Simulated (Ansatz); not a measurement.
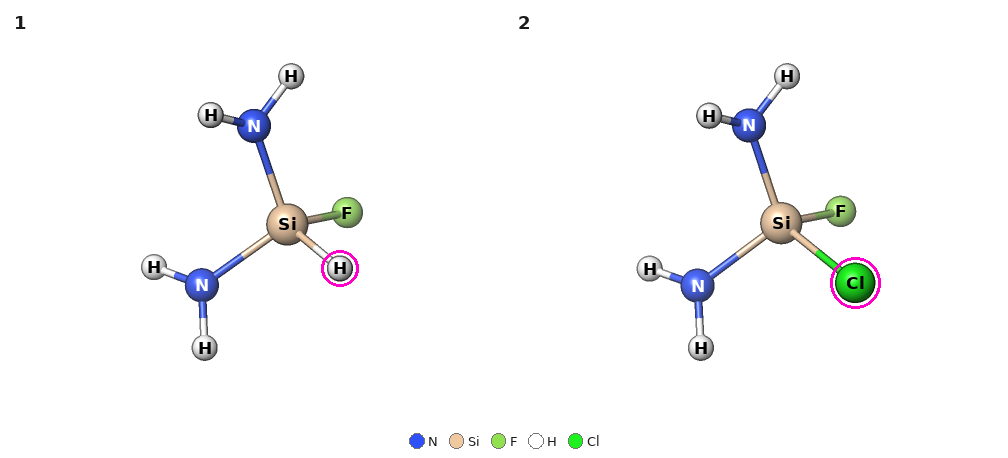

2 molecules with one skeleton, seen from the same side and at one scale; the atom that differs is circled. Charge 0, singlet. Computed geometries: PBE0-D4/def2-TZVP optimisations, one conformation each. Properties computed with Ansatz 0.2.0.

One atom differs, called X below: H in panel 1, Cl in panel 2. Their formulas are FH5N2Si (`N[SiH](N)F`), ClFH4N2Si (`N[Si](N)(F)Cl`).

In which is the HOMO energy (Kohn–Sham orbital) higher (PBE0-D4/def2-SVP)?

Answer. In panel 1 (X = H).

In which is the length of X–Si larger (PBE0-D4/def2-TZVP)?

Answer. In panel 2 (X = Cl).

Give the values. With PBE0-D4/def2-TZVP: length of X–Si (Å), smallest angle N–Si–X (°), largest angle N–Si–X (°). With PBE0-D4/def2-SVP: HOMO energy (Kohn–Sham orbital) (eV), HOMO–LUMO gap (eV).

```
                            quantity  1 (H)  2 (Cl)   2 − 1
                  length of X–Si (Å)  1.482   2.053  +0.571
           smallest angle N–Si–X (°)  106.1   105.5    −0.6
            largest angle N–Si–X (°)  118.9   117.1    −1.8
HOMO energy (Kohn–Sham orbital) (eV)  −7.36   −7.79   −0.43
                  HOMO–LUMO gap (eV)   9.13    9.18   +0.05
```
